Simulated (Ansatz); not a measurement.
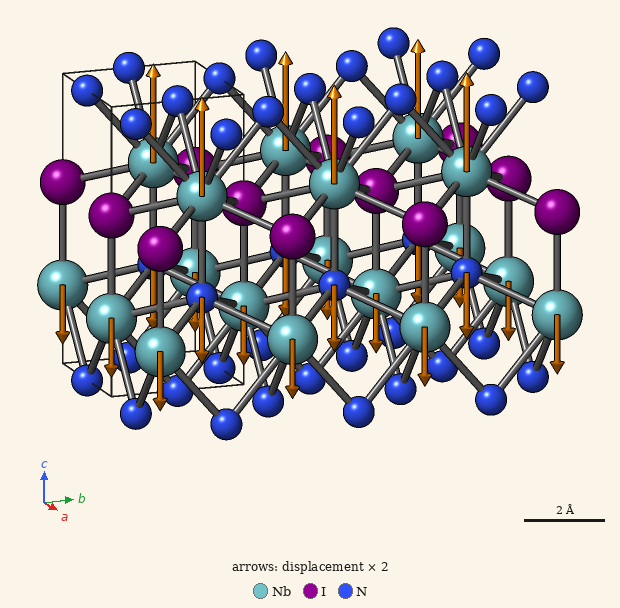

This is a relaxation of crystalline Nb$_{2}$IN$_{3}$ (a generated structure, set up in P4mm) (coarse preliminary run). The starting structure is drawn; orange arrows show the displacements (the part carried along by the change of the cell is left out), magnified 2 times.

A ball-and-stick model of the cell of the calculation, repeated 2 × 3 × 1 with one cell outlined, seen slightly off an axis.

The calculation used DFT PBE, scalar-relativistic, plane waves, PAW in Ansatz. (plane-wave cutoff 420 eV; k-point mesh 6 × 6 × 2; occupations gaussian; smearing width 0.1 eV; collinear spin; cell and atoms relaxed; force threshold 0.04 eV/Å; at most 70 steps)

**Atoms of which element are displaced furthest, and by how much?**

Niobium: up to 1.30 Å, against 0.87 Å for nitrogen.

**What did the optimiser do to the structure, and how much energy did it gain?**

A Nb atom moves most relative to the cell: 1.30 Å along +c. Largest moves by element: Nb 1.30 Å, N 0.87 Å, I 0.15 Å. Cell: a = b 3.570 → 3.428 Å (−4.0 %), c 7.580 → 8.071 Å (+6.5 %). Volume −1.8 %. Some distances before and after: N–Nb 2.651 → 5.000 Å, I–Nb 2.690 → 3.796 Å, N–Nb 2.716 → 1.975 Å, N–Nb 2.725 → 2.153 Å. Bonds break: N–Nb (2.65 → 5.00 Å). Among the angles between lasting bonds that change: Nb–I–Nb 145.5° → 101.2°, Nb–N–Nb 82.2° → 120.4°, Nb–N–Nb 81.8° → 105.6°. The space group stays P4mm (No. 99). Over 14 accepted moves (16 points after the start) the energy falls by 1607 meV per atom. Largest force component: 5.2 eV/Å at the start, 0.0027 eV/Å at the end. Pressure: −17.22 GPa at the start and 0.06 GPa at the end. The line search rejected the trial step at point 14 of the run. The SCF was repeated once at an unchanged geometry on a basis and grid sized afresh for the cell, which shifted the energy by 0.8 meV per atom at most. The run may lie on a higher electronic state than the lowest, so the end point isn't shown to be the ground-state structure.
